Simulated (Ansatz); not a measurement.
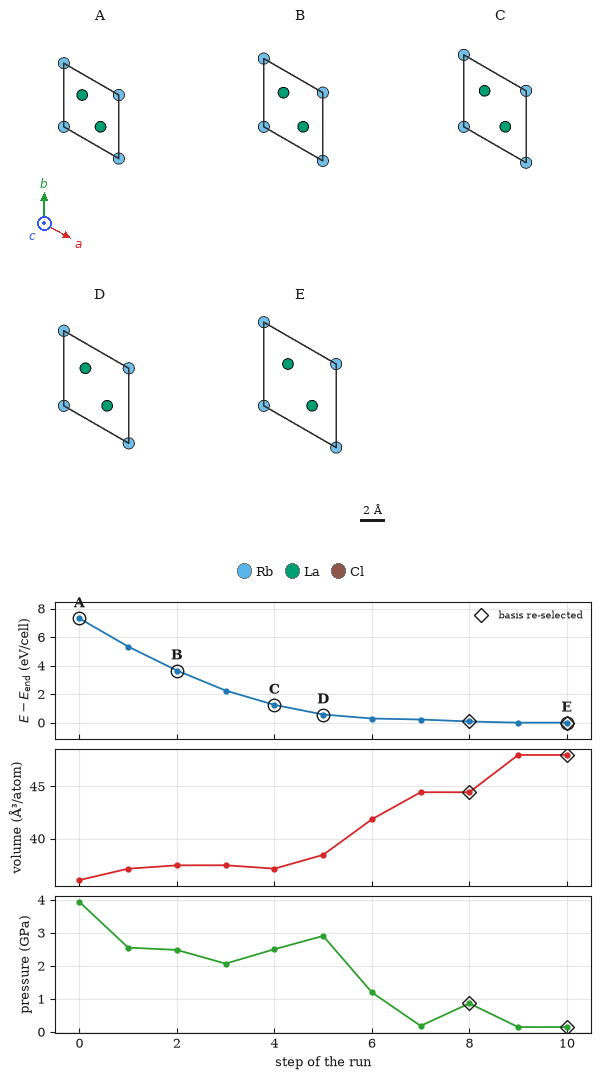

Frames of a relaxation of solid RbLa2Cl2 (a generated structure, set up in P6/mmm) (coarse preliminary run), marked on the history of the run. The picture is a ball-and-stick view of the cell of the calculation, seen along the c axis.

Method: DFT PBE, scalar-relativistic, plane waves, PAW (Ansatz).

The input:
```yaml
crystal:
  lattice:
    - [5.36391407, 0.0, 0.0]
    - [-2.68195704, 4.64528585, 0.0]
    - [0.0, 0.0, 7.2268413]
  atoms:
    - { symbol: Rb, position: [0.0, 0.0, 0.5] }
    - { symbol: La, position: [0.33333333, 0.66666667, 0.5] }
    - { symbol: La, position: [0.66666667, 0.33333333, 0.5] }
    - { symbol: Cl, position: [0.33333333, 0.66666667, 0.0] }
    - { symbol: Cl, position: [0.66666667, 0.33333333, 0.0] }
basis:
  ecutwfc: 420
kpoints:
  mp_grid: { grid: [6, 6, 4] }
hamiltonian:
  xc: pbe
scf:
  occupations: { method: gaussian, width: 0.1 }
  lower_state_search: "off"
output:
  forces: true
  stress: true
  eigenvalues: true
relax:
  adjacent_minimum: "off"
  f_tol: 0.04
  max_steps: 70
  cell: { stress_tol: 0.4 }
```

Launched with:
```bash
ansatz run input.yaml --threads 1 --pin off --max-ram 2560MiB --backend cpu --events-out ev --progress --plain --runs-dir out
```

### What happens along the run?

No atom moves by more than 0.005 Å relative to the cell. The drawn cell changes as follows: a = b 5.364 → 7.052 Å (+31.5 %), c 7.227 → 5.575 Å (−22.9 %); the volume changes by +33.3 %. Near-neighbour distances that change, for instance: Rb1–La2 3.097 → 4.071 Å, La2–La3 3.097 → 4.071 Å, La2–Cl4 3.613 → 2.788 Å. The space group stays P6/mmm (No. 191). After 8 accepted moves (10 points after the start) the energy has fallen by 7.315 eV per cell of the calculation. All forces vanish by symmetry, so only the cell relaxes. The pressure goes from 3.94 to 0.15 GPa. The SCF was repeated twice at an unchanged geometry on a basis and grid sized afresh for the cell, which shifted the energy by 0.138 eV per cell of the calculation at most. From step 0 to 2: volume +3.9 %, energy −3.655 eV per cell of the calculation. From step 2 to 4: volume −0.9 %, energy −2.409 eV per cell of the calculation. From step 4 to 5: volume +3.6 %, energy −0.677 eV per cell of the calculation. From step 5 to 10: volume +25.0 %, energy −0.574 eV per cell of the calculation.

```
step  E − E(0), meV/atom  pressure, GPa  volume, Å³/atom                      note
   0                0.00           3.94           36.014                          
   1             -395.26           2.55           37.107                          
   2             -731.03           2.48           37.430                          
   3            -1012.31           2.07           37.439                          
   4            -1212.92           2.50           37.112                          
   5            -1348.24           2.91           38.435                          
   6            -1404.51           1.20           41.849                          
   7            -1418.62           0.18           44.448                          
   8            -1446.15           0.86           44.448  same geometry, new basis
   9            -1462.89           0.15           48.024                          
  10            -1462.95           0.15           48.024  same geometry, new basis
```
